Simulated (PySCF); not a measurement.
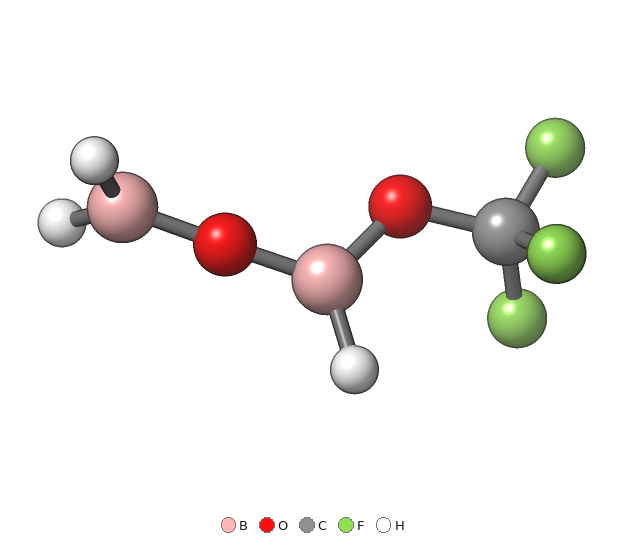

Ball-and-stick drawing of a structure.

Describe the molecule.

The molecule is CH₃B₂F₃O₂. As SMILES it reads `BOBOC(F)(F)F`. It has no ring. Among its groups: C–F bond, B–H bond. Coordination: 2 B trigonal planar; 1 O linear; 1 O bent; 1 C tetrahedral.

More results for the same structure follow; atom numbers are the same in all pictures, views and colours differ. The geometry was computed by an optimisation with PBE0-D3(BJ)/def2-SVP. No frequency run is at hand to confirm it as a minimum.

Geometry

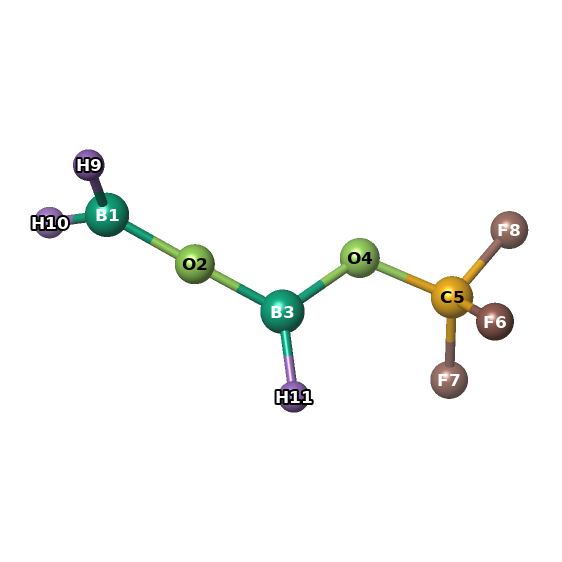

The atoms are numbered. No frequency run is at hand to confirm it as a minimum.

Give these bond angles: O2–B1–H9, O2–B1–H10, B1–O2–B3, O2–B3–O4, O2–B3–H11, O4–B3–H11, B3–O4–C5, O4–C5–F6, O4–C5–F7, O4–C5–F8, F6–C5–F7, F6–C5–F8, F7–C5–F8.

```tsv
angle	degrees
O2–B1–H9	118.4
O2–B1–H10	118.6
B1–O2–B3	176.9
O2–B3–O4	116.4
O2–B3–H11	121.8
O4–B3–H11	121.7
B3–O4–C5	122.3
O4–C5–F6	111.6
O4–C5–F7	111.7
O4–C5–F8	108.8
F6–C5–F7	107.8
F6–C5–F8	108.4
F7–C5–F8	108.4
```

NMR shielding

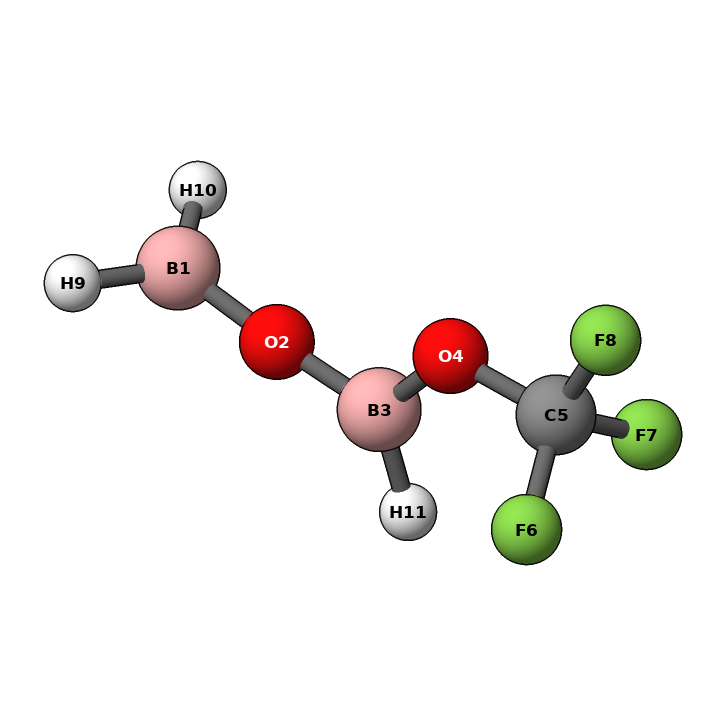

No frequency run is at hand to confirm it as a minimum. Method: GIAO PBE0/pcSseg-0 NMR shielding, non-relativistic, gas phase (PySCF 2.14.0). Principal shieldings σ11 ≤ σ22 ≤ σ33, span Ω = σ33 − σ11, skew κ = 3(σiso − σ22)/Ω.

Which B atom has the most anisotropic shielding?

Answer. B1, with a span of 116 ppm.

Give the shielding tensors of the B atoms.

```csv
atom,σ11,σ22,σ33,σiso,Ω,κ
B1,−6.7,65.7,109.7,56.2,116.4,−0.24
B3,67.4,80.2,105.8,84.5,38.4,0.34
```

Shieldings and span in ppm.

Electronic properties

No frequency run is at hand to confirm it as a minimum. Level of theory: B3LYP/def2-TZVP, gas phase (PySCF 2.14.0).

Give the HOMO energy (Kohn–Sham orbital) at this level.

Answer. −8.78 eV.

Give the LUMO energy (Kohn–Sham orbital) at this level.

Answer. −1.31 eV.

Give the dipole moment at this level.

Answer. 1.38 D.

Charges

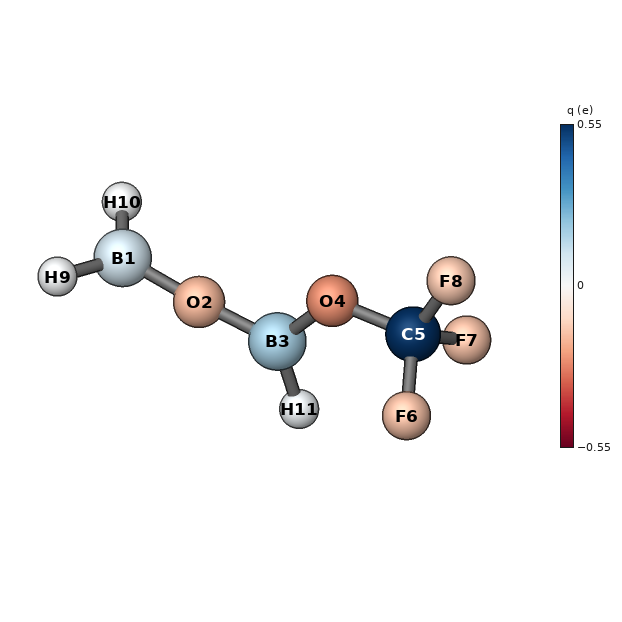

Atoms are coloured by their Mulliken charges. No frequency run is at hand to confirm it as a minimum. Method: PBE0/def2-TZVP, gas phase (PySCF 2.14.0).

Which atom carries the highest charge (most positive or least negative)?

Answer. C5 (0.54 e).

And the lowest?

Answer. O4 (−0.25 e).

List the Mulliken charges.

| atom | value (e) |
| --- | --- |
| B1 | 0.10 |
| O2 | −0.18 |
| B3 | 0.18 |
| O4 | −0.25 |
| C5 | 0.54 |
| F6 | −0.16 |
| F7 | −0.16 |
| F8 | −0.14 |
| H9 | 0.01 |
| H10 | 0.01 |
| H11 | 0.03 |

Quadrupole coupling

No frequency run is at hand to confirm it as a minimum. Electric field gradients from the ground-state density, B3LYP/def2-TZVP (PySCF 2.14.0), non-relativistic apart from any core potentials.

Give the largest field-gradient component, the quadrupole coupling constant and the asymmetry for 11B at B1 (Q = 40.59 mb), 17O at O2 (Q = −25.6 mb), 11B at B3 (Q = 40.59 mb), 17O at O4 (Q = −25.6 mb).

```json
{"atom": "B1", "V_zz (a.u.)": "0.478", "e²qQ/h (MHz)": "4.56", "η": "0.49"}
{"atom": "O2", "V_zz (a.u.)": "0.842", "e²qQ/h (MHz)": "−5.06", "η": "0.28"}
{"atom": "B3", "V_zz (a.u.)": "0.345", "e²qQ/h (MHz)": "3.29", "η": "0.53"}
{"atom": "O4", "V_zz (a.u.)": "1.525", "e²qQ/h (MHz)": "−9.17", "η": "0.13"}
```

Mulliken values depend strongly on the basis set and can even reverse the polarity of a bond.
